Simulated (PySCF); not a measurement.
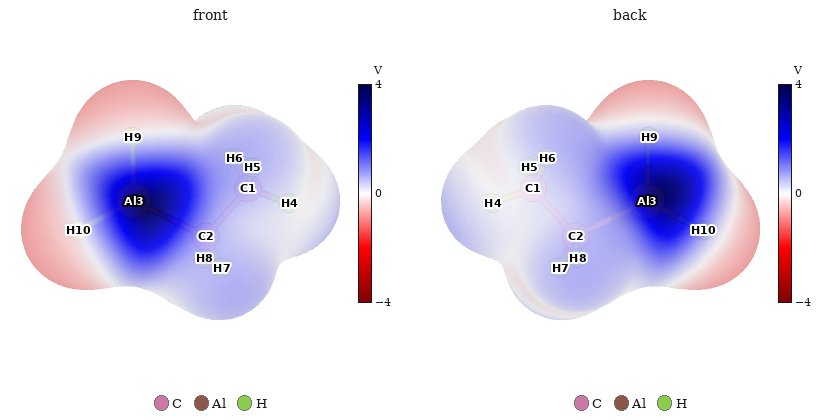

*C2H7Al (SMILES C[CH2][AlH2]). The electrostatic potential painted on the density surface at 0.002 e/bohr³, seen from the front and from behind; red is negative and blue positive.*

Geometry: GFN2-xTB.

Computed with PySCF, PBE0/pcSseg-1, SCF density, gas phase, non-relativistic.

Input file:

```
{"job": {"kind": "nmr", "xc": "PBE0", "basis": "pcSseg-1"}, "charge": 0, "multiplicity": 1}
C     -1.115527    -0.060625     0.545762
C     -0.254516     0.321875    -0.675611
Al     1.620499    -0.169470    -0.180017
H     -2.170820     0.157821     0.383475
H     -0.784708     0.483764     1.431738
H     -1.014802    -1.125052     0.764977
H     -0.400979     1.389652    -0.895554
H     -0.642235    -0.201388    -1.562331
H      1.877084    -0.827957     1.203106
H      2.894886     0.036033    -1.038073
```

Launched as:

```sh
OMP_NUM_THREADS=1 python probes_run.py task.json out
```

**Which sites attract a positive test charge, and which a negative one?**

A positive charge is drawn to the negative regions and a negative charge to the positive ones. The most negative region (about −0.6 V, or −14 kcal/mol for a unit charge) lies over H9 and H10, the most positive (about +3.7 V, or +85 kcal/mol for a unit charge) over Al3.

**What dipole moment does the calculation give?**

Its dipole moment is 0.78 D.
